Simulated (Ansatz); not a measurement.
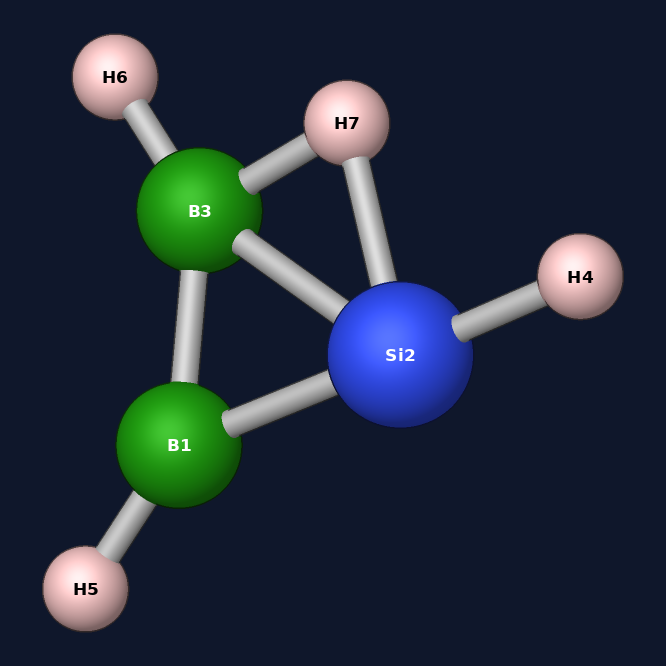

The questions are on Mulliken charges. The geometry was computed by an optimisation with PBE-D4/def2-SVP. No frequency run is at hand to confirm it as a minimum. Method: RKS PBE-D4/def2-SVP (Ansatz 0.2.0).

Give the Mulliken charges atom by atom.

```tsv
atom	value (e)
B1	0.03
Si2	0.00
B3	−0.14
H4	0.02
H5	0.00
H6	0.03
H7	0.06
```

Mulliken values depend strongly on the basis set and can even reverse the polarity of a bond.
